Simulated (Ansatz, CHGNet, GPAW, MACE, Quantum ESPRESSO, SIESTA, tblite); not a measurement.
# Which run comes nearest? Amorphous Hg20Zn15S35 (70 atoms)

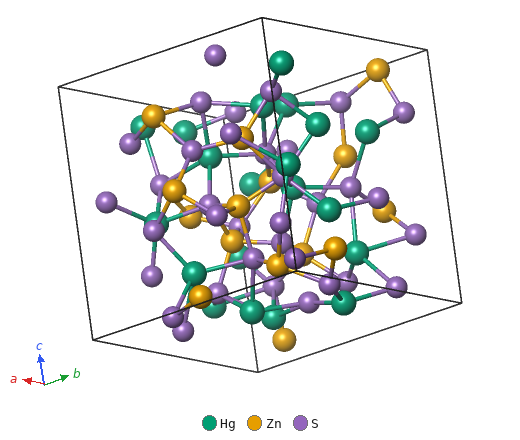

The cell (mercury teal, zinc orange, sulfur purple). Bonds to atoms that aren't drawn are left out.

Density of this cell: 6.14 g/cm³. The cell holds 70 atoms: 20 Hg, 15 Zn and 35 S. Its edges and angles: a = 11.824 Å, b = 11.824 Å, c = 11.824 Å, α = 90.0°, β = 90.0°, γ = 90.0°. 70 atoms (20 Hg, 15 Zn, 35 S) placed at random at 6.14 g/cm³, melted at 2500 K for 10 ps at fixed volume with the Stillinger-Weber II-VI potential (Zhou et al., Phys. Rev. B 88, 085309 (2013)). Quenched from 2500 K to 700 K at 500 K/ps and fixed volume, held 5 ps, then minimised at fixed cell. Then every atom was moved at random, 0.03 Å r.m.s. a Cartesian component.

Geometry: as built.

The reference, a calculation:

* method: Kohn-Sham DFT, PBE, PAW, plane waves (Ansatz 0.2.0); cutoff 420 eV, Γ point, fermi-dirac smearing of 0.05 eV; PAW set soft_2
* r.m.s. force component: 0.4099 eV/Å
* longest force: 1.42 eV/Å
* pressure: -2.001 GPa
* SCF cycles: 13
* time: 37 s on 4 threads of Arm Neoverse V1, shared host
* CPU time: 2.2 min

Q: Estimate the differences from the reference, the CPU time and the memory of each run.
- SIESTA PBE, DZP, shift 0.01 Ry, mesh 500 Ry (SIESTA 5.4.2; 2 MPI ranks)
- CHGNet 0.3.0 potential (CHGNet 0.3.0; 1 thread)
- GPAW PBE, LCAO dzp, h 0.15 Å (GPAW 26.7.0; 1 thread)
- SIESTA PBE, DZP, shift 0.01 Ry, mesh 100 Ry (SIESTA 5.4.2; 2 MPI ranks)
- CHGNet r2SCAN potential (CHGNet r2SCAN; 1 thread)
- GPAW PBE, LCAO dzp, h 0.2 Å (GPAW 26.7.0; 1 thread)
- QE PBE, sssp-1.3.0-efficiency, 45/360 Ry (Quantum ESPRESSO 7.5; 4 MPI ranks)
- GPAW PBE, LCAO sz(dzp), h 0.2 Å (GPAW 26.7.0; 1 thread)
- tblite GFN1-xTB (tblite 0.8.0; 1 thread)
- MACE MP-0b2 small potential (MACE MP-0b2 small; 1 thread)

Differences are against the plane-wave reference, forces as r.m.s. over components; share is that over the reference's r.m.s. force, slope the least-squares factor from reference forces to these. Total energies of different programs have different zeros and aren't compared.

| run | Δ force, r.m.s. (meV/Å) | share (%) | slope | Δ pressure (GPa) | cores | CPU time | memory (GiB) |
| --- | --- | --- | --- | --- | --- | --- | --- |
| reference | - | - | - | - | 4 | 2.2 min | 2.4 |
| SIESTA PBE, DZP, shift 0.01 Ry, mesh 500 Ry | 140 | 34.1 | 1.066 | -4.56 | 2 | 5.4 min | 1.7 |
| CHGNet 0.3.0 potential | 254 | 61.9 | 0.746 | -0.121 | 1 | 3.8 s | 0.67 |
| GPAW PBE, LCAO dzp, h 0.15 Å | 55.4 | 13.5 | 0.999 | - | 1 | 13 min | 4.1 |
| SIESTA PBE, DZP, shift 0.01 Ry, mesh 100 Ry (coarse) | 205 | 49.9 | 1.056 | -4.38 | 2 | 71 s | 0.57 |
| CHGNet r2SCAN potential | 277 | 67.6 | 0.659 | -0.981 | 1 | 3.8 s | 0.67 |
| GPAW PBE, LCAO dzp, h 0.2 Å | 56.6 | 13.8 | 0.994 | - | 1 | 6.4 min | 1.9 |
| QE PBE, sssp-1.3.0-efficiency, 45/360 Ry | 6.83 | 1.66 | 0.994 | -0.435 | 4 | 35 min | 4.5 |
| GPAW PBE, LCAO sz(dzp), h 0.2 Å (coarse) | 220 | 53.7 | 0.922 | - | 1 | 2.6 min | 1.6 |
| tblite GFN1-xTB | 315 | 77.0 | 0.824 | -0.406 | 1 | 4.2 s | 0.14 |
| MACE MP-0b2 small potential | 150 | 36.7 | 0.985 | 0.875 | 1 | 6.4 s | 0.72 |

Rows marked coarse were listed beforehand as settings not expected to be converged; some can still land near the reference.

Times of the machine-learned potentials are mostly Python's start and the loading of weights.

CPU time is summed over cores on a shared host, where runs went side by side, so it is rough. Symmetry, cutoffs, thresholds, outputs and thread counts weren't matched or tuned between programs; memory under MPI is the largest rank's times the ranks.

PBE on plane waves or a grid with other potentials, cutoffs or grids, coarse settings apart, differs from the reference by 1.7 % (QE PBE, sssp-1.3.0-efficiency, 45/360 Ry) of the r.m.s. force; this holds the reference's own error, so differences of a few per cent don't tell which side is nearer the exact PBE result (QE's 45 Ry are 612 eV, against the reference's 420 eV). The PBE runs in local orbitals, coarse settings apart, differ by 14 % (GPAW PBE, LCAO dzp, h 0.15 Å) to 34 % (SIESTA PBE, DZP, shift 0.01 Ry, mesh 500 Ry); basis, grid and potentials can all enter. Tight binding differs by 77 % (tblite GFN1-xTB); it is another model, with fitted parameters of its own, and the xTB methods hold dispersion. Machine-learned potentials differ by 37 % (MACE MP-0b2 small potential) to 68 % (CHGNet r2SCAN potential); they were trained on other programs' data, some at another functional. The cause of differences this large wasn't tested. Among those trained on PBE data the slope goes as low as 0.75, with a correlation of 0.80, so directions differ as well as sizes. Periodic xTB results under one method name differ between programs and library versions. Machine-learned potentials mimic data converged in k, so the reference's own k-point error enters their differences. The network of bonds at the start is that of the classical potential that made the cell, and needn't be the one that DFT or experiment would give. The electronic-structure runs sample only Γ, in a cell whose shortest periodic width is 12 Å, which is coarse for a cell with partly filled levels.

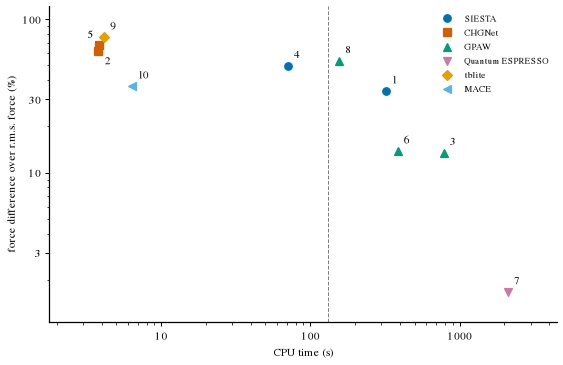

Force difference against CPU time; the dashed line marks the reference's time. Points: 1 SIESTA PBE, DZP, shift 0.01 Ry, mesh 500 Ry; 2 CHGNet 0.3.0 potential; 3 GPAW PBE, LCAO dzp, h 0.15 Å; 4 SIESTA PBE, DZP, shift 0.01 Ry, mesh 100 Ry; 5 CHGNet r2SCAN potential; 6 GPAW PBE, LCAO dzp, h 0.2 Å; 7 QE PBE, sssp-1.3.0-efficiency, 45/360 Ry; 8 GPAW PBE, LCAO sz(dzp), h 0.2 Å; 9 tblite GFN1-xTB; 10 MACE MP-0b2 small potential.

[Hosts, paths, dates, database ids (printed as entryN), source tags and the programs' standing remarks are cut or masked in the printed files.]
